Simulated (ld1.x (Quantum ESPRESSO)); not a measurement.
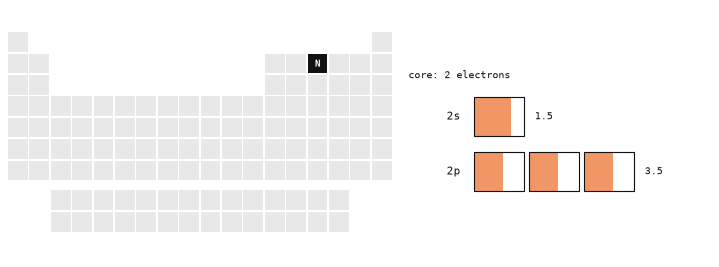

Figure 1. Left, the place of nitrogen in the periodic table; right, the valence shells of the reference configuration: a box for each of the 2l + 1 orbitals, shaded by the share of the shell that is filled, with the electron count at the right.

N: pseudopotential generation (part 1 of 2)

Nitrogen (N, Z = 7), core [He], reference valence 2s1.5 2p3.5, valence charge 5. Computed at this level: ultrasoft potential, LDA (PZ), scalar-relativistic, made with ld1.x (Quantum ESPRESSO) 7.5.

## The program's output
```
     Program LD1 v.7.5
     --------------------------- All-electron run ----------------------------

     N
     scalar relativistic calculation

     atomic number is  7.00
     dft =PZ   lsd =0 sic =0 latt =0  beta=0.20 tr2=1.0E-14
     Exchange-correlation= PZ
                           (   1   1   0   0   0   0   0)
     mesh =1085 r(mesh) =  99.89202 a.u. xmin = -7.00 dx = 0.01250
     1 Ry =  13.60569312 eV, c = 137.03599908

     n l     nl                  e(Ry)          e(Ha)          e(eV)
     1 0     1S 1( 2.00)       -28.0682       -14.0341      -381.8873
     2 0     2S 1( 1.50)        -1.3707        -0.6853       -18.6488
     2 1     2P 1( 3.50)        -0.5472        -0.2736        -7.4449

     final scf error:  7.3E-15 reached in  17 iterations

     Etot =    -107.696363 Ry,     -53.848182 Ha,   -1465.283669 eV

     Ekin =     107.223585 Ry,      53.611792 Ha,    1458.851189 eV
     Encl =    -254.158754 Ry,    -127.079377 Ha,   -3458.006007 eV
     Eh   =      51.470030 Ry,      25.735015 Ha,     700.285428 eV
     Exc  =     -12.231224 Ry,      -6.115612 Ha,    -166.414278 eV

     normalization and overlap integrals

     s(1S/1S) =  1.000000  <r> =   0.2311  <r2> =    0.0723  r(max) =   0.1483
     s(2S/2S) =  1.000000  <r> =   1.3273  <r2> =    2.1419  r(max) =   1.0167
     s(2P/2P) =  1.000000  <r> =   1.4757  <r2> =    2.8788  r(max) =   0.9671

     ------------------------ End of All-electron run ------------------------

     --------------------- Generating US pseudopotential ---------------------

      Generating local pot.: lloc=2, matching radius rcloc =   0.8500

      Computing core charge for nlcc:

       r > 0.45 : true rho core
      Core charge pseudized with two Bessel functions
      Integrated core pseudo-charge :   1.13

      Wfc   2S  rcut= 0.656  Using Troullier-Martins method
      Wfc-us  2S rcutus= 0.708  Estimated cut-off energy=    81.07 Ry

      Wfc   2S  rcut= 0.656  Using Troullier-Martins method
      Wfc-us  2S rcutus= 0.708  Estimated cut-off energy=    81.62 Ry

      Wfc   2P  rcut= 0.843  Using Troullier-Martins method
      Wfc-us  2P rcutus= 1.110  Estimated cut-off energy=    61.43 Ry

      Wfc   2P  rcut= 0.843  Using Troullier-Martins method
      Wfc-us  2P rcutus= 1.110  Estimated cut-off energy=    68.77 Ry

     ------------------- End of pseudopotential generation -------------------

     --------------------------- All-electron run ----------------------------

     N
     scalar relativistic calculation

     atomic number is  7.00
     dft =PZ   lsd =0 sic =0 latt =0  beta=0.20 tr2=1.0E-14
     Exchange-correlation= PZ
                           (   1   1   0   0   0   0   0)
     mesh =1085 r(mesh) =  99.89202 a.u. xmin = -7.00 dx = 0.01250
     1 Ry =  13.60569312 eV, c = 137.03599908

     n l     nl                  e(Ry)          e(Ha)          e(eV)
     1 0     1S 1( 2.00)       -28.0682       -14.0341      -381.8873
     2 0     2S 1( 1.50)        -1.3707        -0.6853       -18.6488
     2 1     2P 1( 3.50)        -0.5472        -0.2736        -7.4449

     final scf error:  7.3E-15 reached in  17 iterations

     Etot =    -107.696363 Ry,     -53.848182 Ha,   -1465.283669 eV

     Ekin =     107.223585 Ry,      53.611792 Ha,    1458.851189 eV
     Encl =    -254.158754 Ry,    -127.079377 Ha,   -3458.006007 eV
     Eh   =      51.470030 Ry,      25.735015 Ha,     700.285428 eV
     Exc  =     -12.231224 Ry,      -6.115612 Ha,    -166.414278 eV

     normalization and overlap integrals

     s(1S/1S) =  1.000000  <r> =   0.2311  <r2> =    0.0723  r(max) =   0.1483
     s(2S/2S) =  1.000000  <r> =   1.3273  <r2> =    2.1419  r(max) =   1.0167
     s(2P/2P) =  1.000000  <r> =   1.4757  <r2> =    2.8788  r(max) =   0.9671

     ------------------------ End of All-electron run ------------------------

     Computing logarithmic derivative in   1.20365
     Computing logarithmic derivative in   1.20365
     Computing the partial wave expansion
     R is outside the sphere for l=    0 j= 0.00
     R is outside the sphere for l=    0 j= 0.00
     R is outside the sphere for l=    1 j= 0.00
     R is outside the sphere for l=    1 j= 0.00
       no projector for channel:   2

     ---------------------- Testing the pseudopotential ----------------------

     N
     scalar relativistic calculation

     atomic number is  7.00   valence charge is  5.00
     dft =PZ   lsd =0 sic =0 latt =0  beta=0.20 tr2=1.0E-14
     mesh =1085 r(mesh) =  99.89202 xmin = -7.00 dx = 0.01250

     n l     nl             e AE (Ry)        e PS (Ry)    De AE-PS (Ry)
     1 0     2S   1( 1.50)       -1.37066       -1.37068        0.00002
     2 1     2P   1( 3.50)       -0.54719       -0.54720        0.00001

     eps = 3.4E-17  iter =  4

     Etot =    -107.696363 Ry,     -53.848182 Ha,   -1465.283669 eV
     Etotps =   -21.581718 Ry,     -10.790859 Ha,    -293.634231 eV

     Ekin =      12.567259 Ry,       6.283630 Ha,     170.986272 eV
     Encl =     -46.186927 Ry,     -23.093464 Ha,    -628.405159 eV
     Ehrt =      16.203286 Ry,       8.101643 Ha,     220.456941 eV
     Ecxc =      -7.298634 Ry,      -3.649317 Ha,     -99.302972 eV
     (Ecc =      -2.618669 Ry,      -1.309335 Ha,     -35.628811 eV)
     Epseu=       3.133298 Ry,       1.566649 Ha,      42.630687 eV

     ---------------------- End of pseudopotential test ----------------------
```

## Output of the test run (extracts)
```
     ---------------------- Testing the pseudopotential ----------------------

     N
     scalar relativistic calculation

     atomic number is  7.00   valence charge is  5.00
     dft =PZ   lsd =0 sic =0 latt =0  beta=0.20 tr2=1.0E-14
     mesh =1085 r(mesh) =  99.89202 xmin = -7.00 dx = 0.01250

     n l     nl             e AE (Ry)        e PS (Ry)    De AE-PS (Ry)
     1 0     2S   1( 1.50)       -1.37066       -1.37068        0.00002
     2 1     2P   1( 3.50)       -0.54719       -0.54720        0.00001

     eps = 3.4E-17  iter =  4

     Etot =    -107.696363 Ry,     -53.848182 Ha,   -1465.283669 eV
     Etotps =   -21.581718 Ry,     -10.790859 Ha,    -293.634231 eV

     Ekin =      12.567259 Ry,       6.283630 Ha,     170.986272 eV
     Encl =     -46.186927 Ry,     -23.093464 Ha,    -628.405159 eV
     Ehrt =      16.203286 Ry,       8.101643 Ha,     220.456941 eV
     Ecxc =      -7.298634 Ry,      -3.649317 Ha,     -99.302972 eV
     (Ecc =      -2.618669 Ry,      -1.309335 Ha,     -35.628811 eV)
     Epseu=       3.133298 Ry,       1.566649 Ha,      42.630687 eV

     ---------------------- End of pseudopotential test ----------------------

     ---------------------- Testing the pseudopotential ----------------------

     N
     scalar relativistic calculation

     atomic number is  7.00   valence charge is  5.00
     dft =PZ   lsd =0 sic =0 latt =0  beta=0.20 tr2=1.0E-14
     mesh =1085 r(mesh) =  99.89202 xmin = -7.00 dx = 0.01250

     n l     nl             e AE (Ry)        e PS (Ry)    De AE-PS (Ry)
     1 0     2S   1( 2.00)       -1.35406       -1.35455        0.00049
     2 1     2P   1( 3.00)       -0.53227       -0.53224       -0.00004

     eps = 1.7E-16  iter =  7

     Etot =    -108.107674 Ry,     -54.053837 Ha,   -1470.879842 eV
     Etotps =   -21.993166 Ry,     -10.996583 Ha,    -299.232271 eV
     dEtot_ae =      -0.411311 Ry
     dEtot_ps =      -0.411448 Ry,   Delta E=       0.000137 Ry

     Ekin =      11.683889 Ry,       5.841945 Ha,     158.967410 eV
     Encl =     -46.119882 Ry,     -23.059941 Ha,    -627.492963 eV
     Ehrt =      16.290426 Ry,       8.145213 Ha,     221.642538 eV
     Ecxc =      -7.313547 Ry,      -3.656773 Ha,     -99.505871 eV
     (Ecc =      -2.618669 Ry,      -1.309335 Ha,     -35.628811 eV)
     Epseu=       3.465947 Ry,       1.732974 Ha,      47.156615 eV

     ---------------------- End of pseudopotential test ----------------------

     ---------------------- Testing the pseudopotential ----------------------

     N
     scalar relativistic calculation

     atomic number is  7.00   valence charge is  5.00
     dft =PZ   lsd =0 sic =0 latt =0  beta=0.20 tr2=1.0E-14
     mesh =1085 r(mesh) =  99.89202 xmin = -7.00 dx = 0.01250

     n l     nl             e AE (Ry)        e PS (Ry)    De AE-PS (Ry)
     1 0     2S   1( 2.00)       -2.37034       -2.37100        0.00065
     2 1     2P   1( 2.00)       -1.53000       -1.53014        0.00015

     eps = 4.5E-16  iter =  6

     Etot =    -107.098414 Ry,     -53.549207 Ha,   -1457.148159 eV
     Etotps =   -20.983837 Ry,     -10.491919 Ha,    -285.499652 eV
     dEtot_ae =       0.597949 Ry
     dEtot_ps =       0.597881 Ry,   Delta E=       0.000068 Ry

     Ekin =      10.188965 Ry,       5.094483 Ha,     138.627933 eV
     Encl =     -39.771984 Ry,     -19.885992 Ha,    -541.125405 eV
     Ehrt =      11.555331 Ry,       5.777665 Ha,     157.218284 eV
     Ecxc =      -6.526458 Ry,      -3.263229 Ha,     -88.796984 eV
     (Ecc =      -2.618669 Ry,      -1.309335 Ha,     -35.628811 eV)
     Epseu=       3.570308 Ry,       1.785154 Ha,      48.576519 eV

     ---------------------- End of pseudopotential test ----------------------

     ---------------------- Testing the pseudopotential ----------------------

     N
     scalar relativistic calculation

     atomic number is  7.00   valence charge is  5.00
     dft =PZ   lsd =0 sic =0 latt =0  beta=0.20 tr2=1.0E-14
     mesh =1085 r(mesh) =  99.89202 xmin = -7.00 dx = 0.01250

     n l     nl             e AE (Ry)        e PS (Ry)    De AE-PS (Ry)
     1 0     2S   1( 2.00)       -3.59359       -3.59415        0.00057
     2 1     2P   1( 1.00)       -2.76470       -2.76534        0.00063

     eps = 5.1E-15  iter =  7

     Etot =    -104.969172 Ry,     -52.484586 Ha,   -1428.178337 eV
     Etotps =   -18.854177 Ry,      -9.427089 Ha,    -256.524147 eV
     dEtot_ae =       2.727192 Ry
     dEtot_ps =       2.727541 Ry,   Delta E=      -0.000349 Ry

     Ekin =       7.570470 Ry,       3.785235 Ha,     103.001492 eV
     Encl =     -31.438288 Ry,     -15.719144 Ha,    -427.739694 eV
     Ehrt =       7.002813 Ry,       3.501407 Ha,      95.278130 eV
     Ecxc =      -5.548965 Ry,      -2.774482 Ha,     -75.497511 eV
     (Ecc =      -2.618669 Ry,      -1.309335 Ha,     -35.628811 eV)
     Epseu=       3.559792 Ry,       1.779896 Ha,      48.433436 eV

     ---------------------- End of pseudopotential test ----------------------

     ---------------------- Testing the pseudopotential ----------------------

     N
     scalar relativistic calculation

     atomic number is  7.00   valence charge is  5.00
     dft =PZ   lsd =0 sic =0 latt =0  beta=0.20 tr2=1.0E-14
     mesh =1085 r(mesh) =  99.89202 xmin = -7.00 dx = 0.01250

     n l     nl             e AE (Ry)        e PS (Ry)    De AE-PS (Ry)
     1 0     2S   1( 2.00)       -4.98254       -4.98220       -0.00034
     2 1     2P   1( 0.00)       -4.19880       -4.20021        0.00141

     eps = 2.3E-16  iter =  6

     Etot =    -101.502629 Ry,     -50.751315 Ha,   -1381.013625 eV
     Etotps =   -15.386555 Ry,      -7.693277 Ha,    -209.344744 eV
     dEtot_ae =       6.193734 Ry
     dEtot_ps =       6.195163 Ry,   Delta E=      -0.001429 Ry

     Ekin =       3.811210 Ry,       1.905605 Ha,      51.854147 eV
     Encl =     -21.278963 Ry,     -10.639482 Ha,    -289.515047 eV
     Ehrt =       3.242881 Ry,       1.621440 Ha,      44.121642 eV
     Ecxc =      -4.452878 Ry,      -2.226439 Ha,     -60.584485 eV
     (Ecc =      -2.618669 Ry,      -1.309335 Ha,     -35.628811 eV)
     Epseu=       3.291196 Ry,       1.645598 Ha,      44.778999 eV

     ---------------------- End of pseudopotential test ----------------------

     ---------------------- Testing the pseudopotential ----------------------

     N
     scalar relativistic calculation

     atomic number is  7.00   valence charge is  5.00
     dft =PZ   lsd =0 sic =0 latt =0  beta=0.20 tr2=1.0E-14
     mesh =1085 r(mesh) =  99.89202 xmin = -7.00 dx = 0.01250

     n l     nl             e AE (Ry)        e PS (Ry)    De AE-PS (Ry)
     1 0     2S   1( 0.00)       -1.41679       -1.41514       -0.00165
     2 1     2P   1( 5.00)       -0.58839       -0.58836       -0.00003

     eps = 2.1E-15  iter =  9

     Etot =    -106.457462 Ry,     -53.228731 Ha,   -1448.427552 eV
     Etotps =   -20.343996 Ry,     -10.171998 Ha,    -276.794170 eV
     dEtot_ae =       1.238902 Ry
     dEtot_ps =       1.237722 Ry,   Delta E=       0.001180 Ry

     Ekin =      15.239017 Ry,       7.619508 Ha,     207.337385 eV
     Encl =     -46.414792 Ry,     -23.207396 Ha,    -631.505420 eV
     Ehrt =      15.967845 Ry,       7.983923 Ha,     217.253604 eV
     Ecxc =      -7.263669 Ry,      -3.631835 Ha,     -98.827257 eV
     (Ecc =      -2.618669 Ry,      -1.309335 Ha,     -35.628811 eV)
     Epseu=       2.127603 Ry,       1.063802 Ha,      28.947518 eV

     ---------------------- End of pseudopotential test ----------------------

     ---------------------- Testing the pseudopotential ----------------------

     N
     scalar relativistic calculation

     atomic number is  7.00   valence charge is  5.00
     dft =PZ   lsd =0 sic =0 latt =0  beta=0.20 tr2=1.0E-14
     mesh =1085 r(mesh) =  99.89202 xmin = -7.00 dx = 0.01250

     n l     nl             e AE (Ry)        e PS (Ry)    De AE-PS (Ry)
     1 0     2S   1( 1.00)       -1.38660       -1.38610       -0.00049
     2 1     2P   1( 4.00)       -0.56147       -0.56149        0.00002

     eps = 9.0E-17  iter =  7

     Etot =    -107.284219 Ry,     -53.642110 Ha,   -1459.676164 eV
     Etotps =   -21.169696 Ry,     -10.584848 Ha,    -288.028392 eV
     dEtot_ae =       0.412144 Ry
     dEtot_ps =       0.412022 Ry,   Delta E=       0.000122 Ry

     Ekin =      13.454659 Ry,       6.727329 Ha,     183.059957 eV
     Encl =     -46.258954 Ry,     -23.129477 Ha,    -629.385135 eV
     Ehrt =      16.120761 Ry,       8.060381 Ha,     219.334131 eV
     Ecxc =      -7.285431 Ry,      -3.642715 Ha,     -99.123336 eV
     (Ecc =      -2.618669 Ry,      -1.309335 Ha,     -35.628811 eV)
     Epseu=       2.799269 Ry,       1.399634 Ha,      38.085991 eV

     ---------------------- End of pseudopotential test ----------------------

     ---------------------- Testing the pseudopotential ----------------------

     N
     scalar relativistic calculation

     atomic number is  7.00   valence charge is  5.00
     dft =PZ   lsd =0 sic =0 latt =0  beta=0.20 tr2=1.0E-14
     mesh =1085 r(mesh) =  99.89202 xmin = -7.00 dx = 0.01250

     n l     nl             e AE (Ry)        e PS (Ry)    De AE-PS (Ry)
     1 0     2S   1( 2.00)       -1.10062       -1.10106        0.00044
     2 1     2P   1( 3.30)       -0.28871       -0.28866       -0.00005

     eps = 2.1E-15  iter =  7

     Etot =    -108.230069 Ry,     -54.115035 Ha,   -1472.545108 eV
     Etotps =   -22.115555 Ry,     -11.057777 Ha,    -300.897448 eV
     dEtot_ae =      -0.533706 Ry
     dEtot_ps =      -0.533837 Ry,   Delta E=       0.000131 Ry

     Ekin =      11.920675 Ry,       5.960337 Ha,     162.189041 eV
     Encl =     -47.587783 Ry,     -23.793891 Ha,    -647.464771 eV
     Ehrt =      17.619077 Ry,       8.809538 Ha,     239.719748 eV
     Ecxc =      -7.498361 Ry,      -3.749181 Ha,    -102.020400 eV
     (Ecc =      -2.618669 Ry,      -1.309335 Ha,     -35.628811 eV)
     Epseu=       3.430838 Ry,       1.715419 Ha,      46.678934 eV

     ---------------------- End of pseudopotential test ----------------------
```

(Continued in part 2.) Outcome of the run: generated, with a ghost state.
